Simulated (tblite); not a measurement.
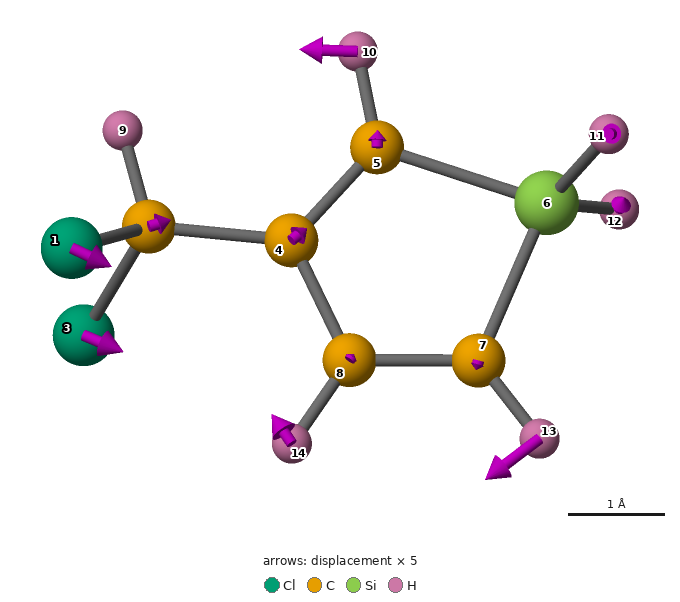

This is a relaxation of C$_{5}$H$_{6}$Cl$_{2}$Si. The starting structure is drawn; purple arrows show the displacements, 5 times their true length. The two geometries are superimposed by the best rigid fit.

A ball-and-stick model, seen at a tilt.

Theory: GFN2-xTB geometry optimisation, gas phase (tblite). 

### Which element moves most?

Hydrogen: up to 0.15 Å, against 0.09 Å for chlorine.

### What happened in the run?

An H atom moves most after the best rigid fit: 0.15 Å. By element the largest moves are H 0.15 Å, Cl 0.09 Å, C 0.05 Å, Si 0.01 Å. Near-neighbour distances that change, for instance: H–Si 1.485 → 1.462 Å, C–Si 1.869 → 1.887 Å, C–C 1.356 → 1.341 Å, C–C 1.502 → 1.487 Å. Among the angles between lasting bonds that change: Si–C–H 120.6° → 128.6°, Si–C–H 121.2° → 128.4°, C–C–H 127.7° → 122.1°. Over 26 geometry steps the energy falls by 3.20 kcal/mol. The run took 0.42 s on 1 thread of Arm Neoverse N1, with other jobs on the host.
